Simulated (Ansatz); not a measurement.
CH11BOSi3 (SMILES BO[SiH]([SiH3])C[SiH3])

```xyz
17

B    -1.7883   -0.8225    1.6712
O    -1.3894   -0.0829    0.6113
Si   -0.2406   -0.3846   -0.5929
Si    0.7930   -2.4753   -0.3306
C     0.9952    1.0229   -0.5503
Si    0.1849    2.7120   -0.2987
H    -2.6323   -0.3635    2.3910
H    -1.2986   -1.9091    1.8741
H    -0.9800   -0.3291   -1.8861
H    -0.1670   -3.6139   -0.3766
H     1.5577   -2.5402    0.9483
H     1.7648   -2.6387   -1.4533
H     1.7403    0.8630    0.2417
H     1.5409    1.0281   -1.5056
H    -0.9746    2.8683   -1.2206
H     1.1616    3.8020   -0.5862
H    -0.2863    2.8630    1.1035
```

Theory: Ansatz 0.2.0, RKS r2SCAN-D4/6-31G*.

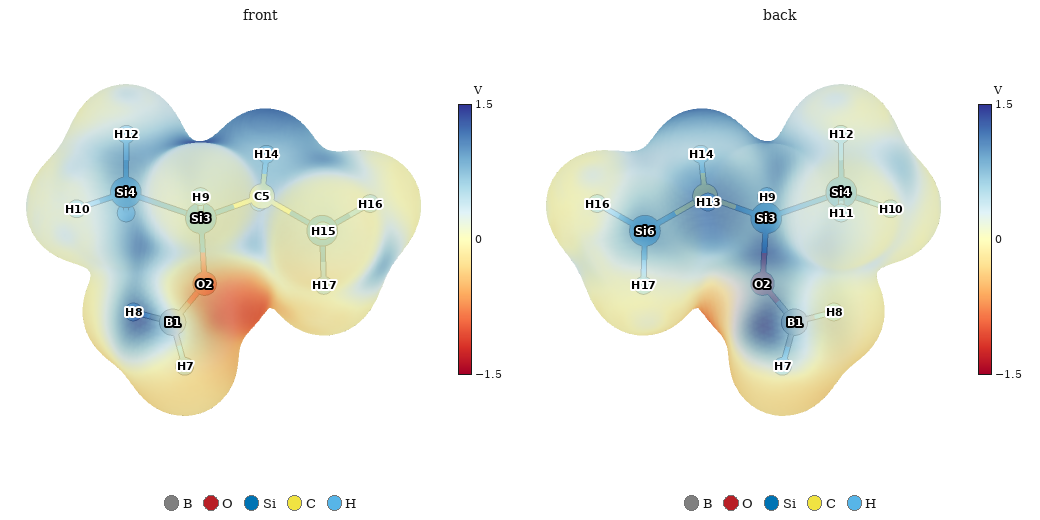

Figure 1. The electrostatic potential painted on the density surface at 0.002 e/bohr³, seen from the front and from behind; the colour scale runs from red (negative) to blue (positive).

Q: Describe the electrostatic potential map.

A: The most negative region (about −1.0 V) lies over O2, the most positive (about +1.3 V) over B1 and Si3.

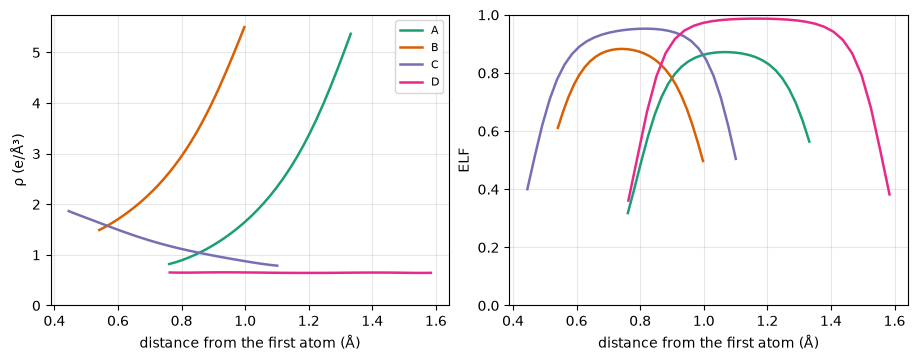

Figure 2. Total electron density and electron localisation function along straight lines between neighbouring atoms. The curves leave out the atomic cores.

Q: Which curve belongs to which contact (B–O, C–Si, Si–O and Si–Si)? The first atom named is at distance zero.

A: Curve A: Si–O (1.69 Å): the density is about 1 e/Å³ at the midpoint; the ELF peaks at about 0.85 between the atoms: a shared but strongly polarised pair. Curve B: B–O (1.35 Å): ρ is about 2.1 e/Å³ halfway; the ELF peaks at about 0.90 between the atoms, as expected for a shared but strongly polarised pair. Curve C: C–Si (1.87 Å): the density is about 0.94 e/Å³ at the midpoint; the ELF peaks at about 0.95 between the atoms: a shared electron pair. Curve D: Si–Si (2.35 Å): ρ at the midpoint is about 0.64 e/Å³; the ELF peaks at about 1 between the atoms; localised, covalent bonding.

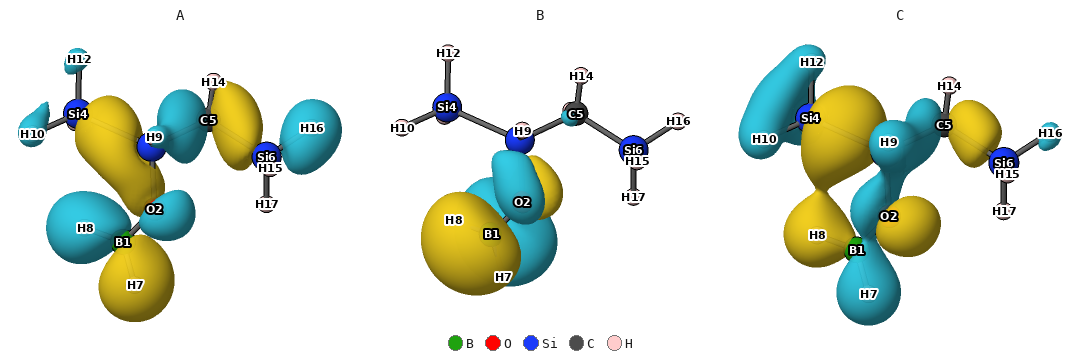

Figure 3. Three frontier orbitals at ±0.08 Å⁻³ᐟ² (yellow and cyan are the two phases), in no order.

Q: Which picture is the HOMO−1, the HOMO and the LUMO?

A: A is the HOMO−1 (−7.46 eV). It lies mainly on B1 (about 15 %), Si3 (about 15 %), H8 (about 10 %), H7 (about 10 %), C5 (about 10 %) and O2 (about 10 %). C is the HOMO (−6.88 eV). By Hirshfeld shares it lies mainly on O2 (about 25 %), Si4 (about 20 %), Si3 (about 15 %), B1 (about 10 %) and H8 (about 5 %). B is the LUMO (−0.87 eV). Its weight (Hirshfeld) is mainly on B1 (about 65 %), O2 (about 15 %), H7 (about 5 %) and H8 (about 5 %).

Q: What is the HOMO–LUMO gap?

A: 6.01 eV between the orbital energies.
